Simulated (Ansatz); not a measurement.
# Ta: a strain scan, part 2 of 2

The task, for Ta: strain the cell along the Voigt pattern (1, 1, 0, 0, 0, 0).

Ansatz 0.2.0; DFT LDA, scalar-relativistic, plane waves, PAW. The steps go on from the part before.

**9. At ε = 0.0600**

Input file input.yaml:

```yaml
crystal:
  lattice:
    - [-1.7503568, 1.7503568, 1.65128]
    - [1.7503568, -1.7503568, 1.65128]
    - [1.7503568, 1.7503568, -1.65128]
  atoms:
    - { symbol: Ta, position: [0.0, 0.0, 0.0] }
basis:
  ecutwfc: 420
kpoints:
  mp_grid: { grid: [20, 20, 20] }
hamiltonian:
  xc: lda
scf:
  occupations: { method: methfessel_paxton, width: 0.02 }
output:
  forces: true
  stress: true
  eigenvalues: true
```

On the command line:

```sh
$ ansatz run input.yaml --threads 1 --pin off --max-ram 2560MiB --backend cpu --events-out ev --progress --plain --runs-dir out
```

The log of the run, shortened:

```text
Warning: RAYON_NUM_THREADS=1 ignored (pool sized by the plan → 1); use --threads N
[...]
Pseudopotentials: kind: paw
Pseudopotential: Ta, paw, valence charge 13, recommended cutoff 420 eV (normal), Ta.paw.azcp
Functional definition: SPW92
[...]
Crystal: 1 atoms, lattice volume = 20.236 Å³
Basis set: ecut = 420 eV, 389 PW (Γ)
Bands: 11, of which v1, the nominal top of the filled ones, is band 7 counted from 1 (6 counted from 0)
Symmetry: 16 space group operations
Space group: I4/mmm (ITA 139), of the structure as read, at distance tolerance 2.7e-5 Å
k-points: 641 of 8000
[...]
SCF iter   1: F=—  HF=-9682.323071 eV  |F-HF|=—  |Δ(HF+E_count)|=         —  Δρ=4.57e-3  dr2=3.06e-3  ethr=1.77e-3  ⟨swp⟩=6.1  Hψ=40842  notcnv=0
[...]
SCF iter   5: F=-9682.322400 eV  HF=-9682.322400 eV  |F-HF|=1.44e-10  |Δ(HF+E_count)|=   5.43e-9  S|Δr|=    0.00e0  Δρ=1.91e-6  dr2=4.17e-10  ethr=3.90e-10  ⟨swp⟩=2.8  Hψ=21165  notcnv=0
[...]
SCF converged after 5 iterations
Stability not checked: this state was not tested for a lower state beside it, because cold or Methfessel-Paxton smearing, or corrected tetrahedra, fill the levels in a way that the test cannot read (fill_not_monotonic; see scf.lower_state_search)
Free energy (F): -9682.322400 eV
[...]
E sigma→0 (E₀):  -9682.322400 eV
Entropy (-TS):   -0.000000 eV (-0.000 meV/atom)
Fermi energy:    15.973682 eV
[...]
--- Forces (eV/Å), atoms counted from 1 ---
  atom   1  Ta     0.00000000     0.00000000    -0.00000000
[...]
--- Stress (GPa, compression-positive) ---
      -26.823676       0.000000      -0.000000
        0.000000     -26.823676      -0.000000
        0.000000       0.000000     -23.092270
  P = ⅓ Tr σ = -25.5799 GPa (-255.799 kbar)
--- Band table (eV; the first three rows and the last of 641) ---
  k-point 0: bands = ["-51.4295", "-17.4918", "-17.4918", "-17.4799", "8.5478", "16.2165", "16.8683", "16.8683", "19.0022", "19.8805", "29.9117"]
[...]
```

It took 3.1 s on 1 thread of AMD EPYC 9R45 (Zen 5), shared host; peak memory 0.47 GiB.

**10. At ε = -0.0450**

Edit input.yaml of step 9 so:

```diff
@@ -2,5 +2,5 @@
   lattice:
-    - [-1.7503568, 1.7503568, 1.65128]
-    - [1.7503568, -1.7503568, 1.65128]
-    - [1.7503568, 1.7503568, -1.65128]
+    - [-1.5769724, 1.5769724, 1.65128]
+    - [1.5769724, -1.5769724, 1.65128]
+    - [1.5769724, 1.5769724, -1.65128]
   atoms:
```

On the command line:

```sh
$ ansatz run input.yaml --threads 1 --pin off --max-ram 2560MiB --backend cpu --events-out ev --progress --plain --runs-dir out
```

The log of the run, shortened:

```text
Warning: RAYON_NUM_THREADS=1 ignored (pool sized by the plan → 1); use --threads N
[...]
[... 3 set-up lines as earlier in the session ...]
[...]
Crystal: 1 atoms, lattice volume = 16.426 Å³
Basis set: ecut = 420 eV, 321 PW (Γ)
Bands: 11, of which v1, the nominal top of the filled ones, is band 7 counted from 1 (6 counted from 0)
[... 2 set-up lines as earlier in the session ...]
k-points: 641 of 8000
[...]
SCF iter   1: F=—  HF=-9682.574097 eV  |F-HF|=—  |Δ(HF+E_count)|=         —  Δρ=5.54e-3  dr2=3.82e-3  ethr=1.77e-3  ⟨swp⟩=6.1  Hψ=41098  notcnv=0
[...]
SCF iter   5: F=-9682.572722 eV  HF=-9682.572722 eV  |F-HF|=8.91e-10  |Δ(HF+E_count)|=   4.16e-9  S|Δr|=    0.00e0  Δρ=3.95e-6  dr2=1.23e-9  ethr=2.72e-10  ⟨swp⟩=2.2  Hψ=23156  notcnv=0
[...]
SCF converged after 5 iterations
Stability not checked: this state was not tested for a lower state beside it, because cold or Methfessel-Paxton smearing, or corrected tetrahedra, fill the levels in a way that the test cannot read (fill_not_monotonic; see scf.lower_state_search)
Free energy (F): -9682.572722 eV
[...]
E sigma→0 (E₀):  -9682.572723 eV
Entropy (-TS):   0.000004 eV (0.004 meV/atom)
Fermi energy:    20.321186 eV
[...]
--- Forces (eV/Å), atoms counted from 1 ---
  atom   1  Ta    -0.00000000     0.00000000     0.00000000
[...]
--- Stress (GPa, compression-positive) ---
       13.896554       0.000000       0.000000
        0.000000      13.896554       0.000000
       -0.000000       0.000000       7.032200
  P = ⅓ Tr σ = 11.6084 GPa (116.084 kbar)
--- Band table (eV; the first three rows and the last of 641) ---
  k-point 0: bands = ["-46.5377", "-12.3332", "-12.3255", "-12.3255", "12.1179", "20.7980", "20.7980", "21.4233", "24.1144", "24.9914", "34.8621"]
[...]
```

It took 2.7 s on 1 thread of AMD EPYC 9R45 (Zen 5), shared host; peak memory 0.45 GiB.

**11. Point ε = 0.0300**

Edit input.yaml of step 10 so:

```diff
@@ -2,5 +2,5 @@
   lattice:
-    - [-1.5769724, 1.5769724, 1.65128]
-    - [1.5769724, -1.5769724, 1.65128]
-    - [1.5769724, 1.5769724, -1.65128]
+    - [-1.7008184, 1.7008184, 1.65128]
+    - [1.7008184, -1.7008184, 1.65128]
+    - [1.7008184, 1.7008184, -1.65128]
   atoms:
```

On the command line:

```sh
$ ansatz run input.yaml --threads 1 --pin off --max-ram 2560MiB --backend cpu --events-out ev --progress --plain --runs-dir out
```

The log of the run, shortened:

```text
[...]
SCF converged after 5 iterations
Stability not checked: this state was not tested for a lower state beside it, because cold or Methfessel-Paxton smearing, or corrected tetrahedra, fill the levels in a way that the test cannot read (fill_not_monotonic; see scf.lower_state_search)
Free energy (F): -9682.487621 eV
[...]
E sigma→0 (E₀):  -9682.487630 eV
Entropy (-TS):   0.000034 eV (0.034 meV/atom)
Fermi energy:    17.074274 eV
[...]
--- Forces (eV/Å), atoms counted from 1 ---
  atom   1  Ta     0.00000000    -0.00000000    -0.00000000
[...]
--- Stress (GPa, compression-positive) ---
      -19.565219       0.000000       0.000000
        0.000000     -19.565219      -0.000000
        0.000000       0.000000     -16.609824
  P = ⅓ Tr σ = -18.5801 GPa (-185.801 kbar)
--- Band table (eV; the first three rows and the last of 641) ---
  k-point 0: bands = ["-50.1465", "-16.1545", "-16.1545", "-16.1465", "9.4409", "17.5279", "17.8782", "17.8782", "20.5540", "21.0300", "31.3985"]
[...]
```

Run time: 3.2 s. Hardware: 1 thread of AMD EPYC 9R45 (Zen 5), shared host; peak memory 0.46 GiB.

**12. Point ε = -0.0150**

Edit input.yaml of step 11 so:

```diff
@@ -2,5 +2,5 @@
   lattice:
-    - [-1.7008184, 1.7008184, 1.65128]
-    - [1.7008184, -1.7008184, 1.65128]
-    - [1.7008184, 1.7008184, -1.65128]
+    - [-1.6265108, 1.6265108, 1.65128]
+    - [1.6265108, -1.6265108, 1.65128]
+    - [1.6265108, 1.6265108, -1.65128]
   atoms:
```

On the command line:

```sh
$ ansatz run input.yaml --threads 1 --pin off --max-ram 2560MiB --backend cpu --events-out ev --progress --plain --runs-dir out
```

The log of the run, shortened:

```text
[...]
SCF converged after 5 iterations
Stability not checked: this state was not tested for a lower state beside it, because cold or Methfessel-Paxton smearing, or corrected tetrahedra, fill the levels in a way that the test cannot read (fill_not_monotonic; see scf.lower_state_search)
Free energy (F): -9682.606911 eV
[...]
E sigma→0 (E₀):  -9682.606914 eV
Entropy (-TS):   0.000012 eV (0.012 meV/atom)
Fermi energy:    18.916185 eV
[...]
--- Forces (eV/Å), atoms counted from 1 ---
  atom   1  Ta     0.00000000     0.00000000     0.00000000
[...]
--- Stress (GPa, compression-positive) ---
       -2.332418       0.000000       0.000000
        0.000000      -2.332418       0.000000
       -0.000000       0.000000      -4.504956
  P = ⅓ Tr σ = -3.0566 GPa (-30.566 kbar)
--- Band table (eV; the first three rows and the last of 641) ---
  k-point 0: bands = ["-48.0559", "-13.9526", "-13.9479", "-13.9479", "10.9614", "19.5528", "19.5528", "19.7482", "22.8433", "23.1125", "33.5989"]
[...]
```

It took 2.8 s on 1 thread of AMD EPYC 9R45 (Zen 5), shared host; peak memory 0.45 GiB.

**13. ε = 0.0525**

Edit input.yaml of step 12 so:

```diff
@@ -2,5 +2,5 @@
   lattice:
-    - [-1.6265108, 1.6265108, 1.65128]
-    - [1.6265108, -1.6265108, 1.65128]
-    - [1.6265108, 1.6265108, -1.65128]
+    - [-1.7379722, 1.7379722, 1.65128]
+    - [1.7379722, -1.7379722, 1.65128]
+    - [1.7379722, 1.7379722, -1.65128]
   atoms:
```

On the command line:

```sh
$ ansatz run input.yaml --threads 1 --pin off --max-ram 2560MiB --backend cpu --events-out ev --progress --plain --runs-dir out
```

The log of the run, shortened:

```text
Warning: RAYON_NUM_THREADS=1 ignored (pool sized by the plan → 1); use --threads N
[...]
[... 3 set-up lines as earlier in the session ...]
[...]
Crystal: 1 atoms, lattice volume = 19.951 Å³
Basis set: ecut = 420 eV, 381 PW (Γ)
Bands: 11, of which v1, the nominal top of the filled ones, is band 7 counted from 1 (6 counted from 0)
[... 2 set-up lines as earlier in the session ...]
k-points: 641 of 8000
[...]
SCF iter   1: F=—  HF=-9682.369444 eV  |F-HF|=—  |Δ(HF+E_count)|=         —  Δρ=4.52e-3  dr2=2.99e-3  ethr=1.77e-3  ⟨swp⟩=6.1  Hψ=40814  notcnv=0
[...]
SCF iter   5: F=-9682.368766 eV  HF=-9682.368766 eV  |F-HF|=4.02e-10  |Δ(HF+E_count)|=   4.12e-9  S|Δr|=    0.00e0  Δρ=1.72e-6  dr2=6.41e-10  ethr=3.70e-10  ⟨swp⟩=2.8  Hψ=21772  notcnv=0
[...]
SCF converged after 5 iterations
Stability not checked: this state was not tested for a lower state beside it, because cold or Methfessel-Paxton smearing, or corrected tetrahedra, fill the levels in a way that the test cannot read (fill_not_monotonic; see scf.lower_state_search)
Free energy (F): -9682.368766 eV
[...]
E sigma→0 (E₀):  -9682.368769 eV
Entropy (-TS):   0.000010 eV (0.010 meV/atom)
Fermi energy:    16.248216 eV
[...]
--- Forces (eV/Å), atoms counted from 1 ---
  atom   1  Ta     0.00000000     0.00000000     0.00000000
[...]
--- Stress (GPa, compression-positive) ---
      -25.259003       0.000000      -0.000000
        0.000000     -25.259003       0.000000
        0.000000       0.000000     -21.613018
  P = ⅓ Tr σ = -24.0437 GPa (-240.437 kbar)
--- Band table (eV; the first three rows and the last of 641) ---
  k-point 0: bands = ["-51.1159", "-17.1660", "-17.1660", "-17.1550", "8.7630", "16.5333", "17.1139", "17.1139", "19.3799", "20.1637", "30.2731"]
[...]
```

It took 3.1 s on 1 thread of AMD EPYC 9R45 (Zen 5), shared host; peak memory 0.47 GiB.

**14. All points together**

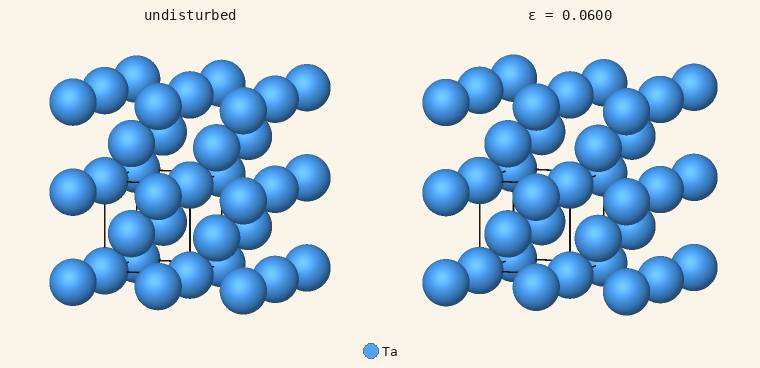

The undisturbed cell and the costliest point of the scan, at one scale, with neighbouring cells.

The scan, with free energies counted from the undisturbed cell:

```
      ε  ΔE (meV/atom)  stress on the pattern (GPa)  pressure (GPa)
-0.0600           74.1                       -47.42            20.6
-0.0450           14.6                       -27.79            11.6
-0.0300          -15.6                       -10.05             3.7
-0.0150          -19.6                         4.66            -3.1
 0.0000            0.0                        18.05            -9.0
 0.0150           40.5                        29.31           -14.2
 0.0300           99.7                        39.13           -18.6
 0.0450          175.4                        46.97           -22.3
 0.0525          218.5                        50.52           -24.0
 0.0600          264.9                        53.65           -25.6
```

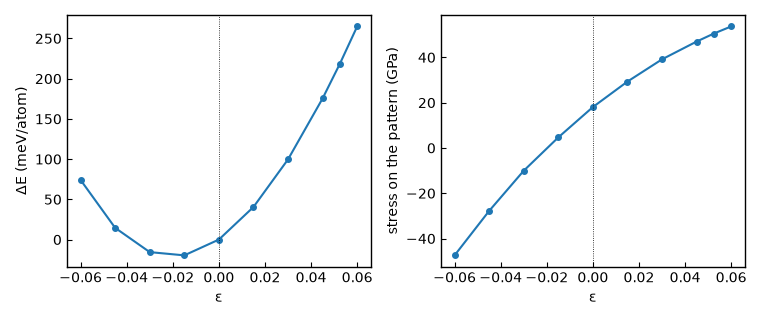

ΔE and stress on the pattern along the scan.

**15. What came out**

This closing draws on all 2 parts.

```
                                  quantity    value
slope of the stress at ε = 0, over ±0.0150  822 GPa
```

Cutoff, mesh or smearing here differ from converged choices, so read the numbers with care. From the stress slope, C11 + C22 + 2 C12 is about 822 GPa with the ions clamped. The reference stands under -9.0 GPa, so this is no zero-stress constant. The energy drops below the reference, by 19.6 meV/atom at ε = -0.0150; the cell was taken as given and not relaxed at this level. The runs treat Ta without spin-orbit coupling.
